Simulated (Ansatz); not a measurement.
The starting structures come from a database of crystals and need not be the phases stable at ambient conditions.

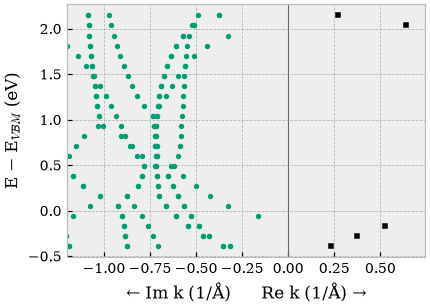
Complex bands at the centre of the two-dimensional zone; PBEsol run with Ansatz (an electronic-structure program)

The gap is the functional's own. No spin-orbit coupling. Mid-gap values are interpolated on the energy grid.

**Question.** This is MgPdF6 (R-3, not sure to be the ambient phase, 8 atoms a cell, 11.9 Å³ an atom) along the normal of (101). Read off the slowest decay at the centre of the two-dimensional zone at 0.94 eV, the computed energy nearest the middle of the gap.

**Answer.** κ ≈ 0.58 1/Å, a decay length 1/(2κ) of the density of 0.86 Å.
